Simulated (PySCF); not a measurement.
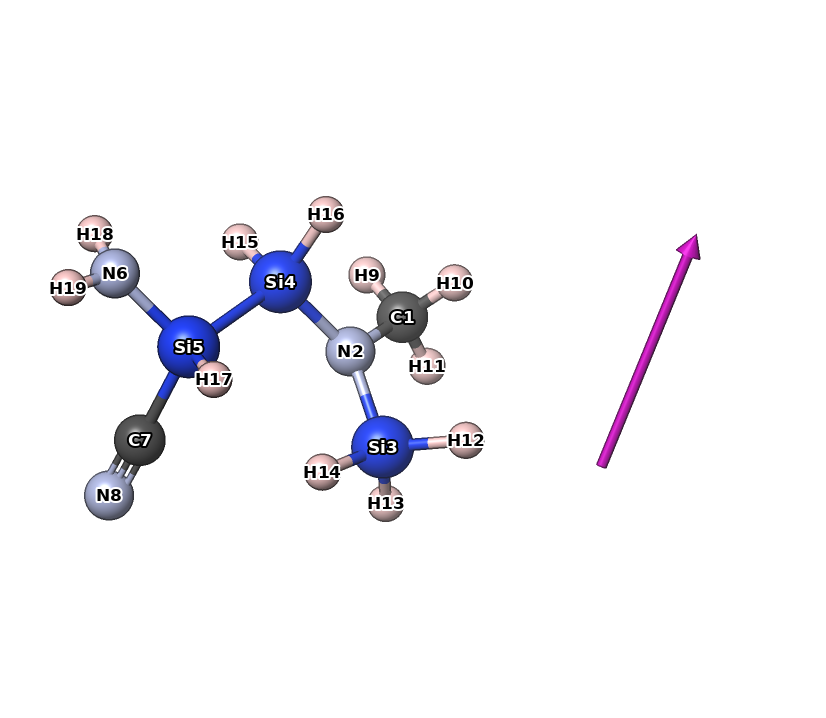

The arrow beside the molecule shows the direction of the dipole moment, from the negative to the positive end (its length means nothing). The computed structure is the end point of a GFN2-xTB optimisation. No frequency run is at hand to confirm it as a minimum. Method: PBE0/pcSseg-1, gas phase (PySCF 2.14.0).

How large is the dipole moment?

Answer. 3.51 D; it points from the side of N8 to the side of H16 (the outermost atoms at the two ends).

The geometry is semi-empirical. Around Si such bond lengths and angles can be off by a tenth of an ångström or more and by several degrees, and values that hang on the shape move with them.
